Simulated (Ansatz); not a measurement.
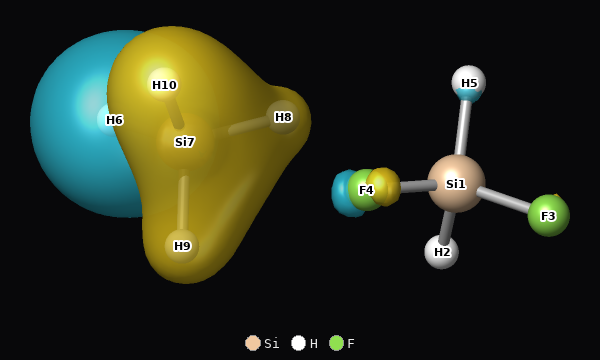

*F₂H₂Si···SiH₄. The HOMO−1 at ±0.1 Å⁻³ᐟ² (yellow and cyan are the two phases), seen at a tilt.*

The reactant side of a reaction path; geometry: PBE0-D4/def2-TZVP.

Theory: Ansatz 0.2.0, RKS PBE0-D4/def2-TZVPP.

```yaml
atoms:
  - { symbol: Si, position_ang: [-1.8670, 0.5500, -0.3306] }
  - { symbol: H, position_ang: [-1.7629, -0.7721, -0.9743] }
  - { symbol: F, position_ang: [-3.1368, 1.2964, -0.9190] }
  - { symbol: F, position_ang: [-0.5874, 1.4065, -0.7208] }
  - { symbol: H, position_ang: [-1.9832, 0.5183, 1.1385] }
  - { symbol: H, position_ang: [2.8297, -1.5965, 0.8904] }
  - { symbol: Si, position_ang: [1.8729, -0.5940, 0.3571] }
  - { symbol: H, position_ang: [0.5150, -0.9133, 0.8760] }
  - { symbol: H, position_ang: [1.8560, -0.6588, -1.1246] }
  - { symbol: H, position_ang: [2.2636, 0.7636, 0.8075] }
```

What is the character of this orbital?

By Hirshfeld shares it lies mainly on Si7 (about 40 %), H6 (about 35 %) and H10 (about 10 %). Its energy is −9.91 eV.
